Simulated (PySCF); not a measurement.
System: C$_{4}$H$_{9}$F$_{2}$PSi.

Input file:

```
{"job": {"kind": "uv", "xc": "B3LYP", "basis": "def2-SVPD", "nstates": 8, "ntriplets": 3}, "charge": 0, "multiplicity": 1}
F      0.227134    -0.951406    -1.986502
C     -0.280070    -1.214468    -0.715258
C     -1.564548    -0.420551    -0.509511
C     -1.191410     1.006886    -0.108565
C     -0.190908     0.940961     1.051137
Si     0.939414    -0.537870     0.613634
F      0.916388    -1.582252     1.863852
P      3.042993    -0.394657    -0.120100
H     -0.458012    -2.292220    -0.694654
H     -2.168952    -0.431026    -1.417867
H     -2.130977    -0.895048     0.293298
H     -0.726012     1.500269    -0.964142
H     -2.078397     1.577212     0.169009
H      0.319808     1.893964     1.172634
H     -0.715472     0.733942     1.984875
H      3.343245     0.747136     0.609799
H      2.708778     0.331156    -1.251548
```

Run with:

```sh
OMP_NUM_THREADS=1 python probes_run.py task.json out
```

Geometry: GFN2-xTB.

Level of theory: B3LYP/def2-SVPD, SCF density, gas phase (PySCF 2.14.0).

Question: Predict the electron density and electron localisation function between the atoms.

Answer: C–Si (1.91 Å): the density is about 0.93 e/Å³ at the midpoint; the ELF peaks at about 0.95 between the atoms (a shared electron pair).

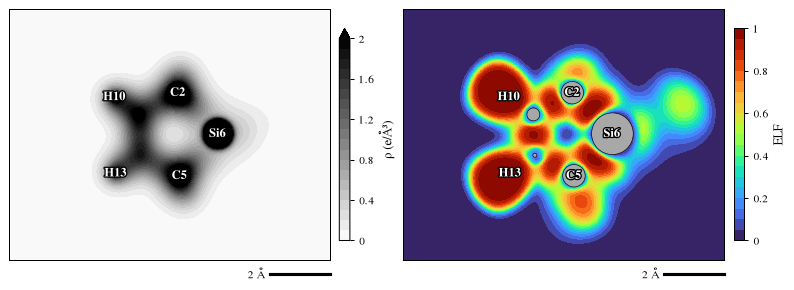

Computed electron density and electron localisation function on the plane of atoms C2, Si6 and C5, in this order. Grey discs cover the atomic cores in the ELF map. 
